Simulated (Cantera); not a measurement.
Input: 1 mol Fe₃O₄, 0.43 mol C, 1 mol N₂, equilibrated at 2225 K.

Method: chemical equilibrium by Gibbs-energy minimisation in Cantera with the NASA 1993 tables (ideal gas, pure condensed phases). Candidate condensed phases: C, Fe, Fe(CO)₅, FeO, Fe₂O₃, Fe₃O₄; 27 gas species. The tables' stoichiometric FeO is somewhat more stable than real wüstite, so its field is too wide. FeO: taken at fixed stoichiometry. Kinetics and transport are ignored.

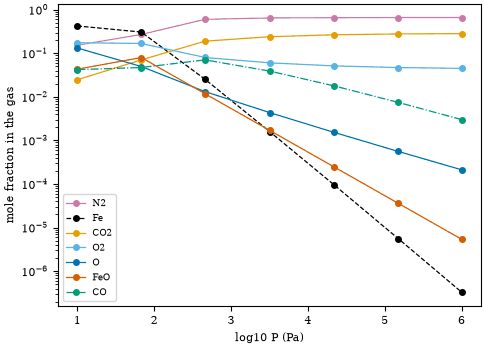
*Equilibrium gas composition (values under 1e-9 drawn at 1e-9)*

Read off the mole fractions at 1.50 bar.

N₂ about 0.66, CO₂ about 0.28, O₂ about 0.047, CO about 0.0075, O about 0.00056, FeO about 3.6e-5, Fe about 5.6e-6.
